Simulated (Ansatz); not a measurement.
**CH3BClISi (SMILES ClB/C=[SiH]/I): density, localisation and related maps**

```xyz
8

C     2.2690   -0.7690    1.2019
B     2.6778   -1.9760    0.3878
Cl    2.3263   -3.6277    0.9350
I     2.2113    2.9122    1.5074
Si    2.6921    0.7510    0.5120
H     3.2582   -1.8779   -0.6657
H     1.7430   -0.8372    2.1581
H     3.4018    0.9047   -0.7760
```

Geometry: B3LYP-D3(BJ)/def2-SVP; core potentials replace the inner electrons of I.

Method: Ansatz 0.2.0, isolated molecule in a Gaussian basis; Kohn-Sham density functional theory, functional PBE0.

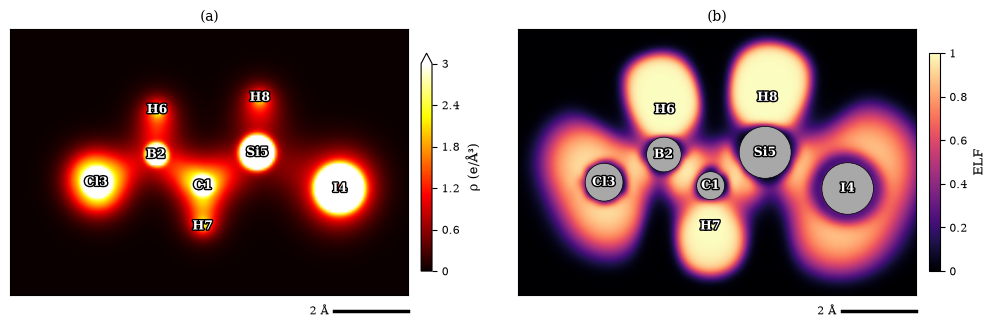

Figure 1. (a) electron density; (b) electron localisation function on the molecular plane. Grey discs cover the atomic cores in the ELF map.

> Describe what can be read from this map.

The section cuts through C, B, Cl, I, Si and H sites. C–B (1.51 Å): ρ is about 1.5 e/Å³ halfway; the ELF peaks at about 0.95 between the atoms (localised, covalent bonding). C–Si (1.72 Å): ρ is about 1.2 e/Å³ halfway; the ELF peaks at about 0.90 between the atoms: a covalent bond. B–Cl (1.78 Å): the density is about 1.3 e/Å³ at the midpoint; the ELF peaks at about 0.90 between the atoms (a shared but strongly polarised pair). Si–I (2.43 Å): ρ is about 0.65 e/Å³ halfway, with its minimum of 0.56 e/Å³ about 0.8 Å from Si; the ELF peaks at about 0.85 between the atoms: a shared electron pair. C–H (1.09 Å): ρ at the midpoint is about 2 e/Å³; the ELF climbs to about 1 towards the hydrogen, as it does in any bond to H; an ordinary covalent bond to hydrogen. The ELF also peaks beside I4 and Cl3, away from the bonds: lone-pair regions.

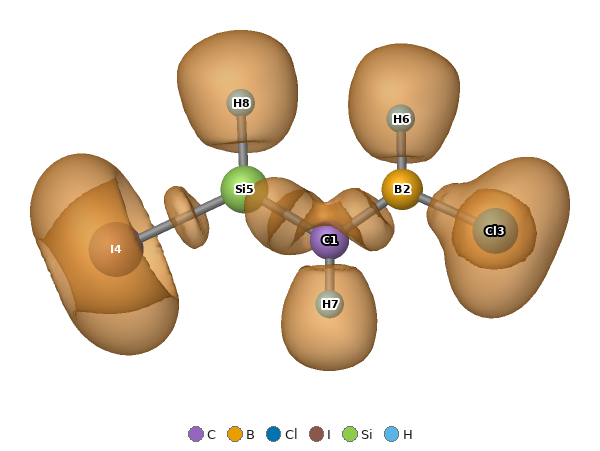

Figure 2. Isosurface of the electron localisation function at 0.75 (orange), seen at a tilt. Only the valence region is drawn (cores and ρ < 0.01 e/Å³ removed).

> Describe the localisation domains.

The surface consists of one region between bonded I–Si atoms (shared pairs), three regions around hydrogen nuclei, one region on Cl in which the atom's valence shell and bonds are merged, one ring or bowl of non-bonding electrons around I and one joined region spread over several atoms (B, C, Si), in which their bonds and any lone pairs are merged.

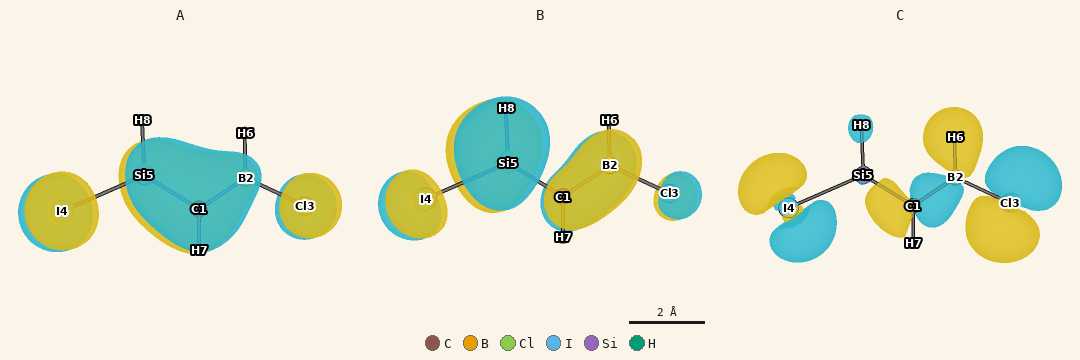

Figure 3. Three frontier orbitals at ±0.08 Å⁻³ᐟ² (yellow and cyan are the two phases), in no order.

> Which picture is the HOMO−1, the HOMO and the LUMO?

C is the HOMO−1 (−8.16 eV). By Hirshfeld shares it lies mainly on Cl3 (about 55 %), I4 (about 15 %), B2 (about 10 %), C1 (about 10 %) and H6 (about 5 %); it is symmetric in the molecular plane (an in-plane orbital: σ, lone-pair or in-plane π type); largely a combination of lone pairs on Cl3 and I4. A is the HOMO (−7.41 eV). Its weight (Hirshfeld) is mainly on C1 (about 40 %), Si5 (about 20 %), I4 (about 15 %), Cl3 (about 10 %) and B2 (about 10 %); it changes sign across the molecular plane (π type); π-bonding across C1–Si5; π-antibonding (a node) across B2–Cl3 and I4–Si5. B is the LUMO (−2.53 eV). It lies mainly on Si5 (about 50 %), I4 (about 15 %), B2 (about 15 %) and C1 (about 10 %); it changes sign across the molecular plane (π type); π-bonding across C1–B2; π-antibonding (a node) across I4–Si5.

> What is the HOMO–LUMO gap?

4.88 eV between the orbital energies.
